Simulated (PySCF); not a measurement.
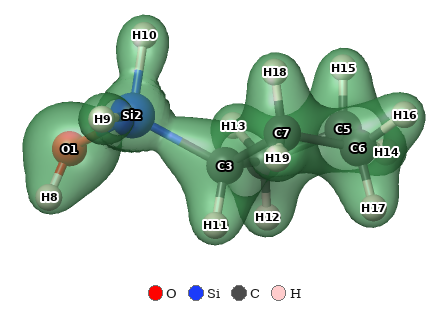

Figure 1: C$_{5}$H$_{12}$OSi (SMILES O[SiH2]C1CCCC1). Isosurface of the electron density at 0.6 e/Å³ (green), seen from one side.

Geometry: PBE0-D3(BJ)/def2-SVP.

The calculation used PBE0/pcSseg-1, SCF density, gas phase, non-relativistic in PySCF 2.14.0.

Input

```
{"job": {"kind": "nmr", "xc": "PBE0", "basis": "pcSseg-1"}, "charge": 0, "multiplicity": 1}
O      3.029422     1.304426     0.188815
Si     2.150925    -0.115058     0.107258
C      0.339181     0.109222     0.543283
C     -0.402748     1.110897    -0.387695
C     -1.621232     0.348741    -0.934327
C     -1.868640    -0.762680     0.081234
C     -0.454573    -1.210825     0.441696
H      3.200509     1.651831     1.068285
H      2.751267    -1.161229     1.001316
H      2.248818    -0.551725    -1.315914
H      0.277658     0.472131     1.584439
H     -0.717109     1.996126     0.186363
H      0.230852     1.491283    -1.204925
H     -2.494802     0.998796    -1.094352
H     -1.374443    -0.101533    -1.910301
H     -2.501039    -1.576443    -0.305937
H     -2.367912    -0.354195     0.977164
H     -0.061847    -1.846206    -0.373928
H     -0.400616    -1.809186     1.363571
```

Command:

```sh
OMP_NUM_THREADS=1 python probes_run.py task.json out
```

### How is the density connected at this value?

At this value the surface is in one piece. It bridges the sampled C–C (1.53 Å), Si–O (1.67 Å), C–Si (1.88 Å) and O–H (0.96 Å) contacts, where the density stays above the isovalue. On the grid the lowest density along these lines, outside the cores, is 1.6 e/Å³ (C–C, 1.53 Å), 0.92 e/Å³ (Si–O, 1.67 Å), 0.83 e/Å³ (C–Si, 1.88 Å) and 2.4 e/Å³ (O–H, 0.96 Å).
